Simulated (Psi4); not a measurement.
**HF/3-21G run of InH3Br− ([InBrH3]-)**

What is the vertical ionisation energy of InH3Br− ([InBrH3]-) at HF/3-21G? 

Program for the calculation: Psi4 1.11.

1 further run of the same task is left out (set aside as unsound or not needed).

## 1. The system as given

InH3Br− has 5 atoms, charge -1, and is taken as a singlet. SMILES: `[H][In-]([H])([H])[Br]`. The shape comes from GFN2-xTB, which is rough for such elements, and wasn't checked as a minimum.

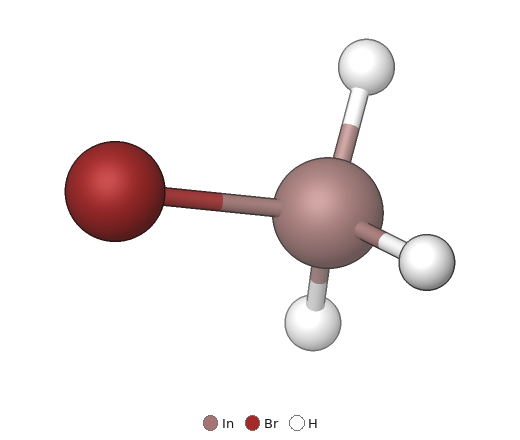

The structure, seen from a chosen angle (indium brown, bromine red, hydrogen white).

## 2. Energy and forces at HF/3-21G

The input, input.json:

```json
{
 "schema_name": "qcschema_input",
 "schema_version": 1,
 "molecule": {
  "schema_name": "qcschema_molecule",
  "schema_version": 2,
  "symbols": ["In", "Br", "H", "H", "H"],
  "geometry": [-0.00650066, 0.00587705, -0.3974283, 0.02178854, -0.03943858, 4.28538862, 3.06171537, 0.01201866, -1.3116589, -1.55375172, 2.67615455, -1.26033394, -1.52327043, -2.65459277, -1.31594858],
  "molecular_charge": -1,
  "molecular_multiplicity": 1,
  "fix_symmetry": "c1",
  "fix_com": true,
  "fix_orientation": true
 },
 "driver": "gradient",
 "model": {
  "method": "scf",
  "basis": "3-21G"
 },
 "keywords": {
  "puream": true,
  "e_convergence": 1e-09,
  "d_convergence": 1e-08,
  "scf_type": "pk",
  "scf_properties": ["WIBERG_LOWDIN_INDICES", "LOWDIN_CHARGES", "QUADRUPOLE"]
 }
}
```

Started as:

```bash
$ psi4 --qcschema input.json -n 1 --memory 1600MB
```

stdout:

```text
[...]
  Running in c1 symmetry.
[...]
  Nuclear repulsion =  429.174157352812131
[...]
  Multiplicity = 1
[...]
  Nalpha       = 44
  Nbeta        = 44
[...]
    Number of basis functions: 59
[...]
   @RHF iter   1: -8276.14603253351743   -4.59649e+00   1.18783e-02 ADIIS/DIIS
[...]
   @RHF iter   9: -8276.56784163504926   -9.09495e-12   4.35105e-09 DIIS
[...]
    Orbital Energies [Eh]
    ---------------------
    Doubly Occupied:
       1A   -991.473544     2A   -486.533852     3A   -148.445972
       4A   -137.876829     5A   -137.876395     6A   -137.876388
       7A    -64.542479     8A    -57.730170     9A    -57.729411
      10A    -57.729410    11A    -29.332569    12A    -24.873035
      13A    -24.871382    14A    -24.871357    15A    -17.273559
      16A    -17.272737    17A    -17.272722    18A    -17.271243
      19A    -17.271236    20A     -9.538097    21A     -7.116826
      22A     -7.111928    23A     -7.111926    24A     -4.783645
      25A     -3.255532    26A     -3.251623    27A     -3.251578
      28A     -2.844556    29A     -2.842744    30A     -2.842742
      31A     -2.838090    32A     -2.838090    33A     -0.896988
      34A     -0.887195    35A     -0.887054    36A     -0.879613
[...]
  @RHF Final Energy: -8276.56784163504926
   => Energetics <=
    Nuclear Repulsion Energy =            429.1741573528121307
    One-Electron Energy =              -12342.7481870445990353
    Two-Electron Energy =                3637.0061880567359367
    Total Energy =                      -8276.5678416350510815
[...]
 Multipole Moments:
 ------------------------------------------------------------------------------------
     Multipole            Electronic (a.u.)      Nuclear  (a.u.)        Total (a.u.)
 ------------------------------------------------------------------------------------
 L = 1.  Multiply by 2.5417464519 to convert [e a0] to [Debye]
 Dipole X            :         -0.4423687            0.4287598           -0.0136089
 Dipole Y            :          1.0734583           -1.0587944            0.0146638
 Dipole Z            :       -127.9686361          126.6266736           -1.3419626
 Magnitude           :                                                    1.3421117
 L = 2.  Multiply by 1.3450342976 to convert [e a0^2] to [Debye ang]
 Quadrupole XX       :        -55.1533086           14.1272848          -41.0260238
 Quadrupole XY       :          0.1348109           -0.1095672            0.0252437
[...]
  -Total Gradient:
     Atom            X                  Y                   Z
    ------   -----------------  -----------------  -----------------
       1       -0.000086813015    -0.001037754739     0.018366320813
       2       -0.000224898756     0.000461375265    -0.049094431589
       3       -0.032342813090    -0.000353894940     0.010404812229
       4        0.016023983302    -0.027517501362     0.009732237466
       5        0.016630541559     0.028447775771     0.010591060397
[...]
```

The result, in JSON:

```text
{
 "driver": "gradient",
 "model": {
  "method": "scf",
  "basis": "3-21G"
 },
 "success": true,
 "return_result": [-8.681301457386364e-05, -0.0010377547391328843, 0.018366320812584, -0.00022489875581850128, 0.0004613752651956804, -0.049094431589137746, -0.03234281309026403, -0.00035389493988995384, 0.010404812228670068, 0.01602398330172914, -0.027517501361515123, 0.009732237466283648, 0.016630541559457902, 0.02844777577107714, 0.01059106039706912],
 "properties": {
  "calcinfo_nbasis": 59,
  "calcinfo_nmo": 59,
  "calcinfo_nalpha": 44,
  "calcinfo_nbeta": 44,
  "calcinfo_natom": 5,
  "nuclear_repulsion_energy": 429.17415735281213,
  "return_energy": -8276.56784163505,
  "return_gradient": [-8.681301457386364e-05, -0.0010377547391328843, 0.018366320812584, -0.00022489875581850128, 0.0004613752651956804, -0.049094431589137746, -0.03234281309026403, -0.00035389493988995384, 0.010404812228670068, 0.01602398330172914, -0.027517501361515123, 0.009732237466283648, 0.016630541559457902, 0.02844777577107714, 0.01059106039706912],
  "scf_one_electron_energy": -12342.748187044599,
  "scf_two_electron_energy": 3637.006188056736,
  "scf_dipole_moment": [-0.013608934875871892, 0.014663842345391531, -1.341962559550396],
  "scf_total_energy": -8276.56784163505,
  "scf_total_gradient": [-8.681301457386364e-05, -0.0010377547391328843, 0.018366320812584, -0.00022489875581850128, 0.0004613752651956804, -0.049094431589137746, -0.03234281309026403, -0.00035389493988995384, 0.010404812228670068, 0.01602398330172914, -0.027517501361515123, 0.009732237466283648, 0.016630541559457902, 0.02844777577107714, 0.01059106039706912],
  "scf_iterations": 9
 }
}
```

Run time: 6 s. Hardware: 1 thread of Intel Xeon Platinum 8488C (Sapphire Rapids), shared host; peak memory 0.22 GiB.

## 3. Doublet neutral InH3Br at the same level

The input, brh3in.xyz:

```xyz
5
BrH3In
In    -0.003440     0.003110    -0.210310
Br     0.011530    -0.020870     2.267730
H      1.620190     0.006360    -0.694100
H     -0.822210     1.416160    -0.666940
H     -0.806080    -1.404750    -0.696370
```

The input, calc.py:

```python
import psi4

psi4.set_memory('1600 MB')
psi4.set_num_threads(1)
psi4.set_output_file('run.log', False)

with open('brh3in.xyz') as f:
    atoms = ''.join(f.readlines()[2:])
mol = psi4.geometry('0 2\n' + atoms + 'symmetry c1\nno_reorient\nno_com')

psi4.set_options({
    'basis': '3-21G',
    'reference': 'uhf',
    'puream': True,
    'e_convergence': 1e-09,
    'd_convergence': 1e-08,
    'scf_type': 'pk',
    'maxiter': 200,
})

E, wfn = psi4.gradient("hf", return_wfn=True)
psi4.oeprop(wfn, "DIPOLE", "LOWDIN_CHARGES", "WIBERG_LOWDIN_INDICES", title="HF")
print('gradient / Eh bohr^-1')
print(E.np.round(6))
print(f'energy = {wfn.energy():.10f} Eh')
```

Started as:

```bash
$ python calc.py
```

run.log:

```text
[...]
  Running in c1 symmetry.
[...]
  Nuclear repulsion =  429.174156672392655
[...]
  Multiplicity = 2
[...]
  Nalpha       = 44
  Nbeta        = 43
[...]
    Number of basis functions: 59
[...]
   @UHF iter   1: -8276.06654996152065   -4.51700e+00   1.08609e-02 ADIIS/DIIS
[...]
   @UHF iter  52: -8276.41180639451704   -3.63798e-12   4.35514e-09 DIIS
[...]
   @S^2 Observed:                7.598859652E-01
[...]
    Orbital Energies [Eh]
    ---------------------
    Alpha Occupied:
       1A   -991.668100     2A   -486.881784     3A   -148.641232
       4A   -138.072149     5A   -138.071483     6A   -138.071353
       7A    -64.889086     8A    -58.081705     9A    -58.075307
      10A    -58.074580    11A    -29.528195    12A    -25.069348
      13A    -25.066712    14A    -25.066264    15A    -17.469836
      16A    -17.468744    17A    -17.468320    18A    -17.466031
      19A    -17.465991    20A     -9.886553    21A     -7.475358
      22A     -7.458000    23A     -7.453544    24A     -4.980360
      25A     -3.454165    26A     -3.447577    27A     -3.446157
      28A     -3.197121    29A     -3.194199    30A     -3.190187
      31A     -3.178564    32A     -3.178441    33A     -1.139549
      34A     -1.084922    35A     -1.082534    36A     -1.074849
[...]
  @UHF Final Energy: -8276.41180639451704
   => Energetics <=
    Nuclear Repulsion Energy =            429.1741566723926553
    One-Electron Energy =              -12320.7768505756866944
    Two-Electron Energy =                3615.1908875087774504
    Total Energy =                      -8276.4118063945170434
  UHF NO Occupations:
  HONO-2 :   42  A 1.9996215
  HONO-1 :   43  A 1.9959051
[...]
  -Total Gradient:
     Atom            X                  Y                   Z
    ------   -----------------  -----------------  -----------------
       1        0.007434245501    -0.002536043713     0.065813285108
       2       -0.002549185349     0.000908687491    -0.062686638477
       3       -0.029037132159     0.000121073216    -0.002160895495
       4        0.011843551250    -0.023088953225    -0.000735331927
       5        0.012308520754     0.024595236232    -0.000230419501
[...]
 Multipole Moments:
 ------------------------------------------------------------------------------------
     Multipole            Electronic (a.u.)      Nuclear  (a.u.)        Total (a.u.)
 ------------------------------------------------------------------------------------
 L = 1.  Multiply by 2.5417464519 to convert [e a0] to [Debye]
 Dipole X            :         -0.2911334            0.4287600            0.1376266
 Dipole Y            :          1.0237982           -1.0587947           -0.0349965
 Dipole Z            :       -125.1227728          126.6266737            1.5039009
 Magnitude           :                                                    1.5105905
[...]
```

The script printed:

```text
gradient / Eh bohr^-1
[[ 0.007434 -0.002536  0.065813]
 [-0.002549  0.000909 -0.062687]
 [-0.029037  0.000121 -0.002161]
 [ 0.011844 -0.023089 -0.000735]
 [ 0.012309  0.024595 -0.00023 ]]
energy = -8276.4118063945 Eh
```

Run time: 5.7 s. Hardware: 1 thread of Intel Xeon Platinum 8488C (Sapphire Rapids), shared host; peak memory 0.22 GiB.

## 4. What came out

At HF/3-21G:

| quantity | value |
| --- | --- |
| singlet InH3Br−: total energy | -8276.56784 Eh |
| singlet InH3Br−: HOMO energy | -4.97 eV |
| singlet InH3Br−: LUMO energy | 7.54 eV |
| singlet InH3Br−: HOMO–LUMO gap (to an unbound level, set by the basis) | 12.51 eV |
| singlet InH3Br−: largest force on an atom | 2.525 eV/Å |
| doublet neutral InH3Br: total energy | -8276.41181 Eh |
| doublet neutral InH3Br: dipole moment | 3.84 D |
| doublet neutral InH3Br: HOMO energy (highest over α and β) | -10.13 eV |
| doublet neutral InH3Br: LUMO energy (lowest over α and β) | -3.37 eV |
| doublet neutral InH3Br: ⟨S²⟩ | 0.760 |
| doublet neutral InH3Br: largest force on an atom | 3.408 eV/Å |
| vertical detachment energy (to the doublet neutral) | 4.246 eV |

In words: Removing an electron at fixed nuclei costs 4.25 eV (98 kcal/mol). The largest force (singlet InH3Br−) is 2.52 eV/Å: the shape isn't a stationary point for this species at this level. −ε(HOMO) before ionisation, 4.97 eV, is 0.72 eV above this ionisation energy. Relativity is left out (singlet InH3Br−) although the molecule holds a heavy atom. Relativity is left out (doublet neutral InH3Br) although the molecule holds a heavy atom.
